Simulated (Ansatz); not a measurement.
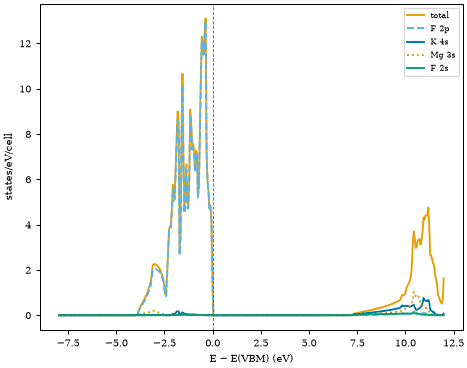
Figure. Total and projected density of states of KMgF3 (cubic perovskite, space group No. 221), DFT-PBEsol in the program Ansatz with PAW potentials

Question: Which orbitals carry the states next to the gap?

Answer: Top 1 eV of the valence band: F 2p 99 %. Bottom 1 eV of the conduction band: K 4s 51 %, Mg 3s 21 %, F 2s 20 %. Projections are on Löwdin-orthogonalised atomic valence shells; empty p or d shells of many metals are not among them.

Question: Where is the tallest occupied peak in this window, and what makes it?

Answer: Near -0.4 eV, about 13 states/eV per cell; the largest projected share is F 2p.

Space group Pm-3m (cubic perovskite). Symmetry was held in the PBEsol relaxation; of distortions, only those at the zone centre were tested.

Potentials: the later of the program's two PAW sets.
